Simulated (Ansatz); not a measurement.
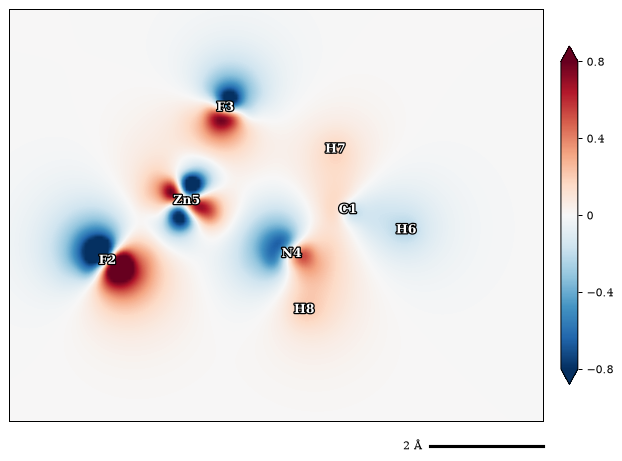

*CH3F2NZn. One frontier orbital on the molecular plane (values in Å⁻³ᐟ²; the overall sign is arbitrary).*

Geometry: PBE0-D3(BJ)/def2-SVP.

Computed with isolated molecule in a Gaussian basis; Kohn-Sham density functional theory, functional PBE0 in Ansatz.

Input

```
crystal:
  periodic: [false, false, false]
  atoms:
    - {symbol: C, position_ang: [-1.150176, -1.069262, -0.949820]}
    - {symbol: F, position_ang: [3.228538, -1.046142, -1.118244]}
    - {symbol: F, position_ang: [0.630906, 1.016858, -0.190419]}
    - {symbol: N, position_ang: [-0.016139, -1.583543, -1.200397]}
    - {symbol: Zn, position_ang: [1.637324, -0.355429, -0.778119]}
    - {symbol: H, position_ang: [-2.097857, -1.601458, -1.123476]}
    - {symbol: H, position_ang: [-1.144433, -0.046125, -0.542651]}
    - {symbol: H, position_ang: [-0.035812, -2.533074, -1.577689]}
basis:
  gaussian: {orbitals: def2-TZVPD}
hamiltonian: {xc: {name: PBE0}}
output: {forces: true, orbitals: {seedname: orbitals}}
```

Launched as:

```sh
ansatz run input.yaml --threads 2 --pin off --max-ram 4350MiB --events-out events.jsonl --progress --plain --runs-dir runs
```

Which orbital is it: HOMO or LUMO?

The HOMO, at −8.95 eV. It lies mainly on F2 (about 45 %), Zn5 (about 15 %), F3 (about 15 %) and N4 (about 15 %); it is symmetric in the molecular plane (an in-plane orbital: σ, lone-pair or in-plane π type); largely a combination of lone pairs on F2, F3 and N4.
